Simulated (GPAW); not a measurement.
# Work function of Mg/Ir(100) at several levels, part 3 of 3

Wanted: work functions and dipole of Mg/Ir(100), with the cost of each level.

GPAW 26.7.0; GPAW, PAW setups; slab in vacuum, relaxation (the session's first sound run).

So far, upper work function (eV): step 2 (relaxing the atoms, PBE, GPAW) 4.04; step 6 (self-consistent run: xc = "LDA") 4.17; step 7 (self-consistent run: xc = "RPBE") 3.98; step 8 (self-consistent run: xc = "vdW-DF2", GPAW, PAW setups, GPAW) 4.15; step 9 (real-space grid: mode = "fd", PBE, GPAW) 4.05.

## (10) Atomic orbitals: mode = "lcao"

Atom-centred orbitals end a few angstrom from the surface, which tests how much the density's tail matters.

run.py

```python
import json
import numpy as np
from ase import Atoms
from gpaw import GPAW

slab = Atoms(
    ['Ir', 'Ir', 'Ir', 'Ir', 'Mg'],
    positions=[
        [1.35765, 1.35765, 9.00000],
        [0.00000, 0.00000, 10.92000],
        [1.35765, 1.35765, 12.87401],
        [-0.00000, -0.00000, 14.78300],
        [1.35765, 1.35765, 16.75606]],
    cell=[[2.71529, 0.0, 0.0], [0.0, 2.71529, 0.0], [0.0, 0.0, 26.01413]],
    pbc=[True, True, False])

slab.calc = GPAW(mode='lcao', basis='dzp', h=0.18, xc='PBE', kpts={'size': (12, 12, 1), 'gamma': True},
                 occupations={'name': 'fermi-dirac', 'width': 0.1}, nbands='120%',
                 convergence={'density': 1e-05}, maxiter=200,
                 poissonsolver={'dipolelayer': 'xy'},
                 symmetry={'tolerance': 1e-3}, txt='slab.txt')
result = {}
energy = slab.get_potential_energy()
fermi = slab.calc.get_fermi_level()
v = slab.calc.get_electrostatic_potential().mean((0, 1)) - fermi
n = slab.calc.get_pseudo_density().mean((0, 1))
L = slab.cell[2, 2]
z = np.arange(len(v)) * L / len(v)
low, high = slab.positions[:, 2].min(), slab.positions[:, 2].max()
below, above = np.interp([low - 6.8, high + 6.8], z, v)
slopes = [np.interp(x, z, np.gradient(v, z)) for x in (low - 6.8, high + 6.8)]
eps = np.array([[slab.calc.get_eigenvalues(k, s) for k in range(len(slab.calc.get_ibz_k_points()))]
                for s in range(slab.calc.get_number_of_spins())]) - fermi
top, bottom = eps[eps < 0].max(), eps[eps > 0].min()
dipole = slab.get_dipole_moment()[2]
print(f'energy {energy:.4f} eV, Fermi level {fermi:.4f} eV, dipole {dipole:.5f} e A')
print(f'potential 6.8 A off the faces, from the Fermi level: lower {below:.4f} eV, upper {above:.4f} eV')
print(f'slope of the potential there: lower {slopes[0]:.5f}, upper {slopes[1]:.5f} eV/A')
print(f'nearest levels on the mesh: {top:.4f} and {bottom:.4f} eV')
print('magnetic moment', round(slab.get_magnetic_moment(), 3))
result.update(energy=energy, fermi=fermi, dipole=dipole, below=below, above=above, slopes=slopes, edges=[top, bottom],
              z=z.tolist(), v=v.tolist(), n=n.tolist(), positions=slab.positions.tolist(),
              forces=slab.get_forces(apply_constraint=False).tolist(), moments=slab.get_magnetic_moments().tolist())
json.dump(result, open('result.json', 'w'))
```

Started as:

```bash
OMP_NUM_THREADS=1 OPENBLAS_NUM_THREADS=1 python run.py
```

What it wrote:

```text
energy -35.9520 eV, Fermi level -4.7985 eV, dipole 0.06362 e A
potential 6.8 A off the faces, from the Fermi level: lower 5.5792 eV, upper 4.0177 eV
slope of the potential there: lower -0.00000, upper -0.00000 eV/A
nearest levels on the mesh: -0.0007 and 0.0044 eV
magnetic moment 0.0
```

Elapsed: 18 min, on 1 thread of Arm Neoverse V2, shared host; peak memory 0.44 GiB.

This step gave:

| Quantity | Value |
| --- | --- |
| dipole along the normal | 0.06362 e·Å |
| levels nearest the Fermi level on the mesh | -6.70e-4, 0.004384 eV from the Fermi level |
| upper work function | 4.018 eV |
| lower work function | 5.579 eV |

The electrostatic potential energy of an electron (without an applied field's), less the Fermi level, planar mean oscillates, so the rows of the table below give means over windows of 1.99 Å about each position, cut where the curve ends. Its maxima inside the range that stand out by 2 % of the span (Å: eV): 3.6: 5.58, 9.9: -4.43, 11.9: -4.26, 13.8: -4.77, 15.9: -2.27. Its minima: 9.0: -26.0, 10.9: -26.7, 12.9: -26.6, 14.8: -26.2, 16.8: -12.4.

Electrostatic potential energy of an electron (without an applied field's), less the Fermi level, planar mean against z; means over each step:

| z (Å) | electrostatic potential energy of an electron (without an applied field's), less the Fermi level, planar mean (eV) |
| --- | --- |
| 0.99 | 5.56 |
| 2.98 | 5.58 |
| 4.97 | 5.57 |
| 6.96 | 4.81 |
| 8.95 | -13.1 |
| 10.94 | -14.4 |
| 12.93 | -14.5 |
| 14.92 | -13.8 |
| 16.91 | -6.27 |
| 18.90 | 3.19 |
| 20.89 | 4.01 |
| 22.88 | 4.02 |
| 24.87 | 4.02 |

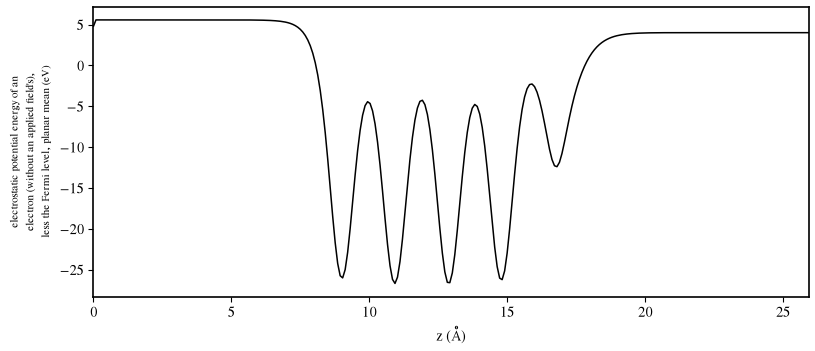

Electrostatic potential energy of an electron (without an applied field's), less the Fermi level, planar mean against z.

The upper face's work function is 4.018 eV, against 4.044 eV in the first plane-wave PBE run at this geometry.

## (11) The ladder

Times are for 1 thread of Arm Neoverse V2, shared host. The runs compared:

| no. | run | upper work function (eV) | lower work function (eV) | time | memory (GiB) |
| --- | --- | --- | --- | --- | --- |
| 1 | pw | 4.044 | 5.545 | 3.5 min | 0.3 |
| 2 | optPBE vdW | 4.147 | 5.702 | 3.6 min | 0.42 |
| 3 | revPBE | 3.985 | 5.412 | 3.4 min | 0.3 |
| 4 | LDA | 4.166 | 5.893 | 3.3 min | 0.3 |
| 5 | RPBE | 3.983 | 5.393 | 3.4 min | 0.3 |
| 6 | vdW DF2 | 4.151 | 5.810 | 4.3 min | 0.42 |
| 7 | fd | 4.045 | 5.546 | 23 min | 1.7 |
| 8 | lcao | 4.018 | 5.579 | 18 min | 0.44 |

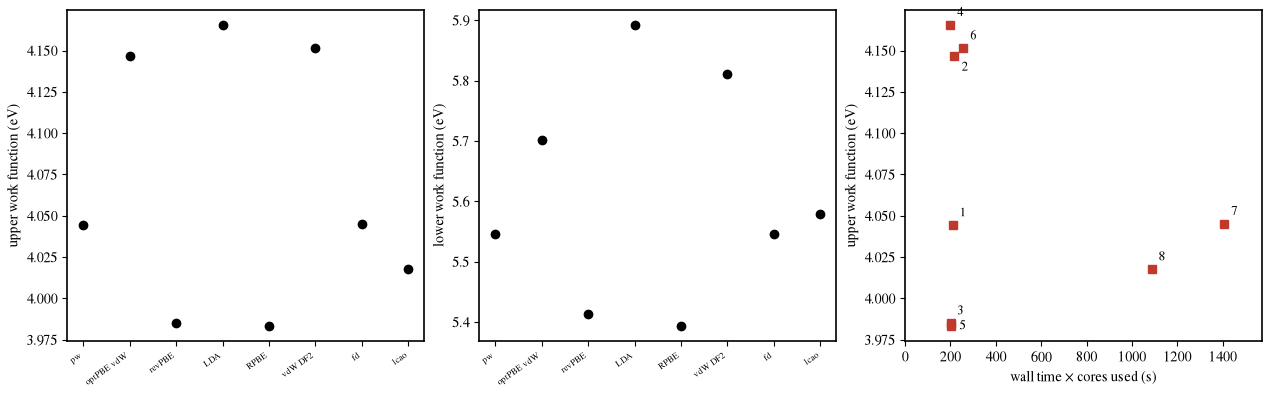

The series as plots; the last panel sets the first result against cost, with the runs numbered as in the table.

## (12) Side by side

Results and costs are gathered.

This step: comparison of work functions, dipole and cost (GPAW 26.7.0).

Ladder, by row:

| step | code | work function, upper (eV) | work function, lower (eV) | dipole (e Å) | wall time (s) | peak memory (GiB) | threads |
| --- | --- | --- | --- | --- | --- | --- | --- |
| pw | GPAW | 4.044 | 5.545 | 0.06122 | 209.7 | 0.3 | 1 |
| optPBE-vdW | GPAW | 4.147 | 5.702 | 0.06343 | 216.9 | 0.42 | 1 |
| revPBE | GPAW | 3.985 | 5.412 | 0.05823 | 201.1 | 0.3 | 1 |
| LDA | GPAW | 4.166 | 5.893 | 0.07044 | 198.9 | 0.3 | 1 |
| RPBE | GPAW | 3.983 | 5.393 | 0.05752 | 201.4 | 0.3 | 1 |
| vdW-DF2 | GPAW | 4.151 | 5.81 | 0.06767 | 255.9 | 0.42 | 1 |
| fd | GPAW | 4.045 | 5.546 | 0.06115 | 1406 | 1.71 | 1 |
| lcao | GPAW | 4.018 | 5.579 | 0.06362 | 1086 | 0.44 | 1 |

## (13) Summary of results

```json
{
  "work function, upper and lower face": "4.044 and 5.545 eV",
  "dipole along the normal": "0.0612 e Å"
}
```

**Reading.** With plane waves and PBE the work function is 4.04 eV on the upper face and 5.55 eV on the lower. The two faces differ by 1.5 eV, the step that the slab's dipole makes (e p/(ε0 A) gives 1.5 eV), so the dipole layer is needed. Over the sound runs of the table the upper face's work function spans 3.983 (RPBE) to 4.166 eV (LDA). The cell of 7.37 Å² holds one Mg, started on one chosen site; other sites and coverages weren't tried. The in-plane lattice was kept as typed, which isn't the functional's own and leaves some strain; spin-orbit coupling and temperature are left out.

[Logs are printed without paths, hosts, clocks, repeated set-up lines and the standing remarks that a program may print on its own settings, such as how far it seeks lower states.]

[Hosts, paths, dates, database ids (printed as entryN), source tags and the programs' standing remarks are cut or masked in the printed files.]
